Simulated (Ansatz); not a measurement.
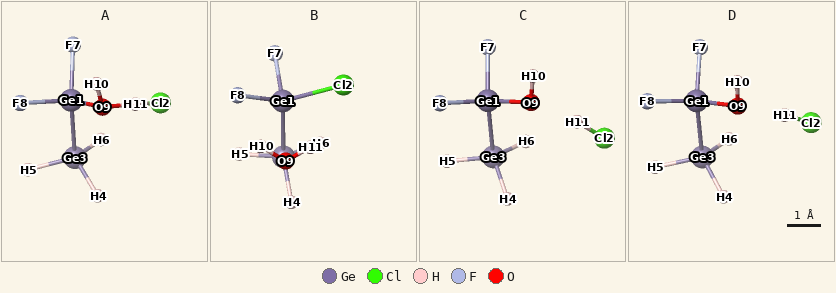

4 geometries from a converged minimum-energy path of Ge2H5OClF2, shuffled. A ball-and-stick model, seen from a free direction.

The calculation used RKS PBE/def2-SVP (Ansatz 0.2.0). Set-up: 7 movable images; climbing image; force threshold 0.05 eV/Å; iteration limit 60; starting path through a guess of the saddle point.

> Which frame is the top of the path?

A. In order along the path, whose images run from 0 to 8: B (image 2, +0.08 eV), A (image 5, +0.71 eV), D (image 7, +0.43 eV), C (image 8, +0.43 eV). Breaking: Ge1–Cl2 (2.19 → 2.78 at the top → 3.81 Å), O9–H11 (0.98 → 1.15 at the top → 1.72 Å). Forming: Cl2–H11 (2.68 → 1.64 at the top → 1.33 Å), Ge1–O9 (2.77 → 1.94 at the top → 1.81 Å).
